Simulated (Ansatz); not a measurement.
# Calculations on SiH3OClF2

## 1. Relaxation

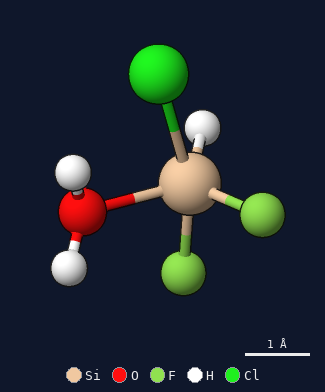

This is the input geometry for a relaxation of SiH3OClF2 (started from a transition state, displaced along its imaginary mode). The picture is a ball-and-stick view, seen at a tilt.

The calculation used RKS PBE0-D4/def2-TZVP in Ansatz.

Input
```yaml
crystal:
  periodic: [false, false, false]
  atoms:
    - {symbol: Si, position_ang: [-0.528306, 0.349282, -0.304638]}
    - {symbol: O, position_ang: [0.569669, -0.906420, 0.482228]}
    - {symbol: F, position_ang: [-0.930397, -0.875771, -1.306838]}
    - {symbol: F, position_ang: [0.217374, 1.206001, -1.416559]}
    - {symbol: H, position_ang: [-1.876981, 0.616204, 0.207569]}
    - {symbol: H, position_ang: [1.065824, -0.403406, 1.050586]}
    - {symbol: Cl, position_ang: [0.391719, 1.517216, 1.332327]}
    - {symbol: H, position_ang: [1.090998, -1.503106, -0.044676]}
basis:
  gaussian: {orbitals: def2-TZVP}
hamiltonian: {xc: pbe0, dispersion: d4}
relax: {f_tol: 0.005, max_steps: 200}
```

Command:
```bash
ansatz run in.yaml --threads 4 --pin off --events-out ev --progress --plain --max-ram 9574MiB
```

Q: Where does the relaxation end?

A: H6 moves most after the best rigid fit: 1.57 Å. By element the largest moves are H 1.57 Å, Cl 1.20 Å, F 1.00 Å, O 0.97 Å, Si 0.58 Å. Some distances before and after: H6–Cl7 2.055 → 3.858 Å, Si1–O2 1.844 → 3.165 Å, O2–Cl7 2.575 → 3.382 Å, Si1–Cl7 2.211 → 2.012 Å. Bonds break, among them: Si1–O2 (1.84 → 3.17 Å). Bond angles that change, for instance: F3–Si1–Cl7 162.4° → 111.0°, F4–Si1–Cl7 92.2° → 111.0°, H5–Si1–Cl7 91.6° → 110.3°. The energy falls by 0.785 eV in 29 accepted moves (31 points after the start). The largest force component goes from 2.9 to 0.0039 eV/Å. The line search rejected the trial steps at points 23, 25 of the run. Cost: 83 s on 4 threads of Arm Neoverse V2, on a shared host.

Step by step:

| step | E − E(0), eV | largest force component, eV/Å | note |
| --- | --- | --- | --- |
| 0 | 0.0000 | 2.8927 |  |
| 1 | -0.1936 | 0.5329 |  |
| 2 | -0.2176 | 0.4113 |  |
| 3 | -0.2262 | 0.2319 |  |
| 4 | -0.2342 | 0.1614 |  |
| 5 | -0.2381 | 0.0929 |  |
| 6 | -0.2414 | 0.1870 |  |
| 7 | -0.2459 | 0.1591 |  |
| 8 | -0.2519 | 0.4022 |  |
| 9 | -0.2598 | 1.0233 |  |
| 10 | -0.2993 | 1.1812 |  |
| 11 | -0.3806 | 1.4284 |  |
| 12 | -0.4432 | 1.3571 |  |
| 13 | -0.5492 | 0.9229 |  |
| 14 | -0.6322 | 0.6633 |  |
| 16 | -0.7240 | 0.9180 |  |
| 17 | -0.7608 | 0.2164 |  |
| 18 | -0.7702 | 0.1091 |  |
| 19 | -0.7713 | 0.2969 |  |
| 20 | -0.7748 | 0.1553 |  |
| 21 | -0.7753 | 0.1195 |  |
| 22 | -0.7803 | 0.0963 |  |
| 23 | -0.7313 | 1.6016 | rejected |
| 24 | -0.7828 | 0.0226 |  |
| 25 | -0.7796 | 0.4903 | rejected |
| 27 | -0.7842 | 0.1261 |  |
| 28 | -0.7846 | 0.0563 |  |
| 29 | -0.7847 | 0.0152 |  |
| 30 | -0.7848 | 0.0077 |  |
| 31 | -0.7848 | 0.0039 |  |

The structure at the end:

```xyz
8

Si   -0.9603    0.7243   -0.2265
O     1.5198   -1.0574    0.6068
F    -1.2616   -0.8213   -0.3667
F     0.3317    1.0597   -1.0740
H    -2.0876    1.4615   -0.8062
H     2.0549   -0.7382   -0.1240
Cl   -0.7094    1.2377    1.7030
H     1.1124   -1.8664    0.2875
```

After the run, drawn alike:

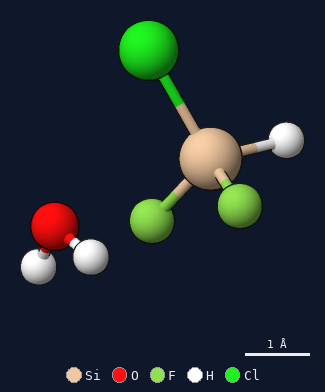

## 2. Relaxation

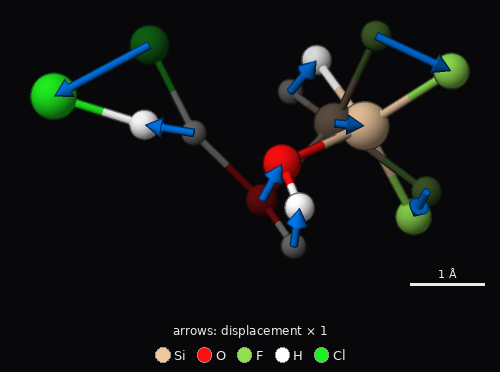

This is a relaxation of SiH3OClF2 (started from a transition state, displaced along its imaginary mode). The starting structure is drawn faded, the final one solid; blue arrows show the displacements, at their true length. The two geometries are superimposed by the best rigid fit.

A ball-and-stick model, seen from a free direction.

Level of theory: RKS PBE0-D4/def2-TZVP (Ansatz 0.2.0).

Input file:
```yaml
crystal:
  periodic: [false, false, false]
  atoms:
    - {symbol: Si, position_ang: [-0.562121, 0.069507, -0.509504]}
    - {symbol: O, position_ang: [0.514134, -0.858782, 0.409833]}
    - {symbol: F, position_ang: [-1.084853, -0.994169, -1.561216]}
    - {symbol: F, position_ang: [0.197328, 1.167838, -1.363790]}
    - {symbol: H, position_ang: [-1.715627, 0.583921, 0.251517]}
    - {symbol: H, position_ang: [0.877509, 0.154588, 1.165391]}
    - {symbol: Cl, position_ang: [0.712414, 1.411607, 1.655846]}
    - {symbol: H, position_ang: [1.061116, -1.534509, -0.048077]}
basis:
  gaussian: {orbitals: def2-TZVP}
hamiltonian: {xc: pbe0, dispersion: d4}
relax: {f_tol: 0.005, max_steps: 200}
```

Run as
```bash
ansatz run in.yaml --threads 4 --pin off --events-out ev --progress --plain --max-ram 9574MiB
```

What happened in the run?

The atom that moves furthest after the best rigid fit is Cl7 (1.47 Å). Largest moves by element: Cl 1.47 Å, F 1.14 Å, H 0.69 Å, O 0.58 Å, Si 0.41 Å. Among the contacts that change: Si1–Cl7 2.849 → 4.331 Å, O2–Cl7 2.597 → 3.228 Å, O2–H6 1.315 → 1.938 Å, H6–Cl7 1.359 → 1.291 Å. Among the angles between lasting bonds that change: O2–Si1–F3 101.7° → 110.4°, O2–Si1–H5 114.1° → 108.0°, F4–Si1–H5 114.3° → 111.0°. Groups turn about Si1–O2 by about 20°. After 23 geometry steps the energy has fallen by 0.652 eV. The largest force component goes from 1.5 to 0.0015 eV/Å. The run took 58 s on 4 threads of Arm Neoverse V2, on a shared host.

## 3. Reaction

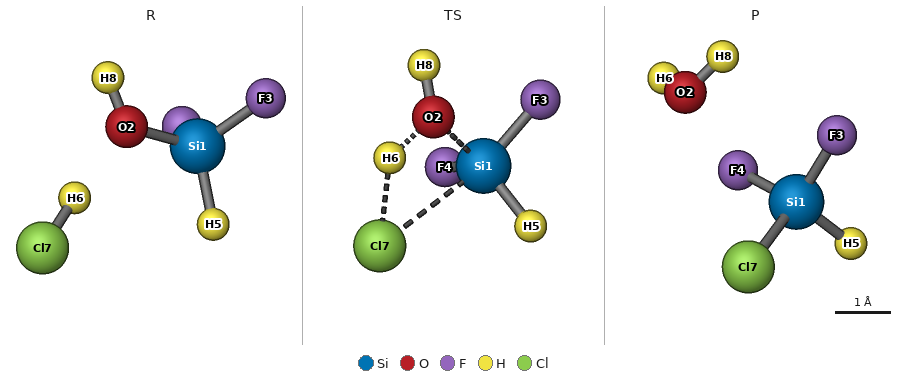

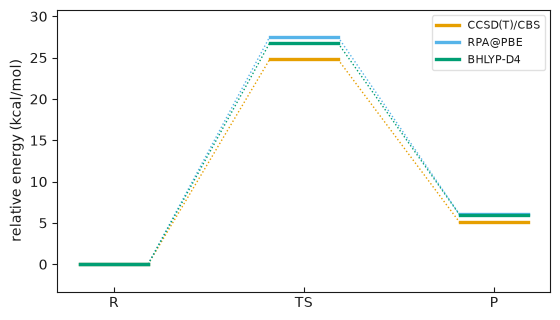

A reaction step of SiH$_{3}$OClF$_{2}$, with its energy diagram. Style: ball-and-stick. Shown at a tilt. Dashed sticks mark bonds that form or break.

Stationary points at PBE0-D4/def2-TZVP, single-point energies with CCSD(T)/CBS, RPA@PBE, BHLYP-D4 (def2-TZVPP where no basis is named; Ansatz 0.2.0). The energies are electronic, without zero-point or thermal terms, and both ends are the minima reached downhill from the saddle, with any fragments still in contact. CCSD(T)/CBS stands for a frozen-core estimate: MP2 correlation extrapolated from def2-TZVPP and def2-QZVPP, CCSD(T) minus MP2 from the smaller set.

### Describe the step and its energetics.

Counted by bonded pieces, R holds HCl + SiH₂OF₂ and P holds H₂O + SiHClF₂. From R over the saddle to P, bonds form: Si1–Cl7 (4.33 → 2.53 → 2.01 Å), O2–H6 (1.94 → 1.09 → 0.96 Å). Bonds break: Si1–O2 (1.63 → 1.76 → 3.17 Å), H6–Cl7 (1.29 → 1.69 → 3.86 Å). The saddle has one imaginary mode, 367i cm⁻¹. With CCSD(T)/CBS the barrier is 24.8 kcal/mol from R and 19.7 kcal/mol from P, and P lies 5.1 kcal/mol above R.

```csv
level,barrier from R (kcal/mol),barrier from P (kcal/mol),P less R (kcal/mol)
CCSD(T)/CBS,24.8,19.7,5.1
RPA@PBE,27.5,21.5,6.0
BHLYP-D4,26.8,20.8,6.0
```

Against CCSD(T)/CBS, BHLYP-D4 comes closest on the barrier from R (+2.0 kcal/mol) and RPA@PBE misses most (+2.7 kcal/mol).

## 4. Path

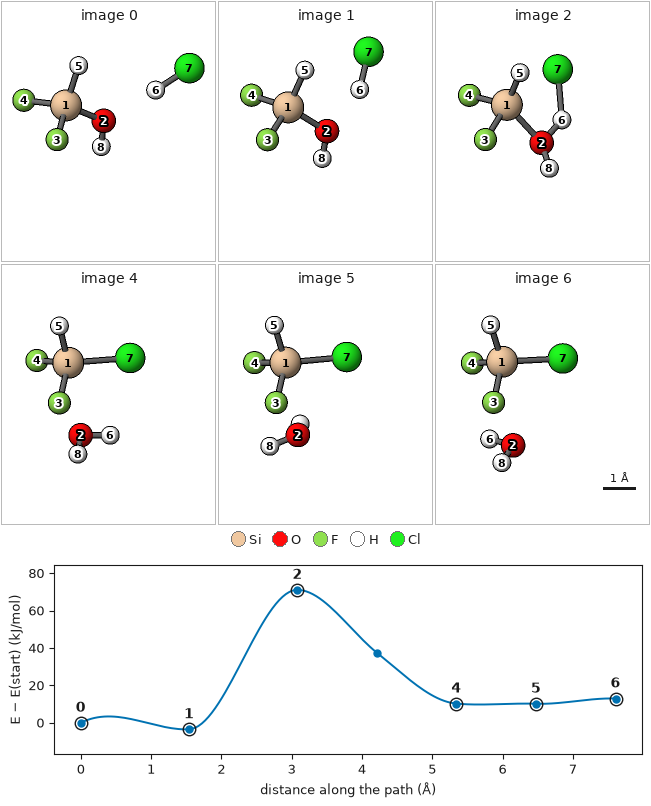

A nudged-elastic-band calculation for SiH3OClF2. Images are numbered from 0 (start) to 6 (end). A ball-and-stick model, seen at a tilt.

Theory: RKS PBE0-D4/def2-SVP (Ansatz).

The input:
```yaml
crystal:
  periodic: [false, false, false]
  atoms:
    - {symbol: Si, position_ang: [-0.682997, -0.054437, -0.880071]}
    - {symbol: O, position_ang: [0.620162, -0.370876, 0.040305]}
    - {symbol: F, position_ang: [-1.466075, -1.388622, -1.201242]}
    - {symbol: F, position_ang: [-0.239290, 0.540471, -2.274938]}
    - {symbol: H, position_ang: [-1.531034, 0.888626, -0.154577]}
    - {symbol: H, position_ang: [0.928957, 0.404925, 1.789151]}
    - {symbol: Cl, position_ang: [1.070128, 0.954159, 2.949189]}
    - {symbol: H, position_ang: [1.300050, -0.974245, -0.267818]}
basis:
  gaussian: {orbitals: def2-SVP}
hamiltonian: {xc: pbe0, dispersion: d4}
neb:
  images: 5
  climbing: true
  max_iterations: 40
  initial_path: idpp
  final_atoms:
    - {symbol: Si, position_ang: [-0.966960, 0.715446, -0.226053]}
    - {symbol: O, position_ang: [1.515996, -1.060232, 0.611169]}
    - {symbol: F, position_ang: [-1.220216, -0.823824, -0.482600]}
    - {symbol: F, position_ang: [0.355230, 1.136744, -0.983973]}
    - {symbol: H, position_ang: [-2.084042, 1.463580, -0.811667]}
    - {symbol: H, position_ang: [2.077235, -0.680486, -0.069381]}
    - {symbol: Cl, position_ang: [-0.823432, 1.103981, 1.743174]}
    - {symbol: H, position_ang: [1.146089, -1.855209, 0.219331]}
```

Command:
```bash
ansatz run in.yaml --threads 4 --pin off --events-out ev --progress --plain --max-ram 9574MiB
```

Question: Read off the barrier and say what moves.

Answer: Breaking: H6–Cl7 (1.29 → 1.64 at the top → 3.86 Å), Si1–O2 (1.63 → 1.78 at the top → 3.17 Å). Forming: O2–H6 (1.94 → 1.12 at the top → 0.96 Å), Si1–Cl7 (4.33 → 2.51 at the top → 2.01 Å). Relative to the start the highest point is image 2 at +71.1 kJ/mol and the end lies at +13.0 kJ/mol, but the profile dips to −3.5 kJ/mol at image 1 on the way, so an end point isn't at the bottom of its valley along this path. The band converged in 32 iterations. The largest component of the band force went from 5.4 to 0.023 eV/Å. The climbing image converged on the top of the path. Its curvatures weren't checked. The largest force component is 0.94 eV/Å at the start and 0.99 eV/Å at the end; an end with forces this large is no minimum, and the barrier measured from it can be far off.
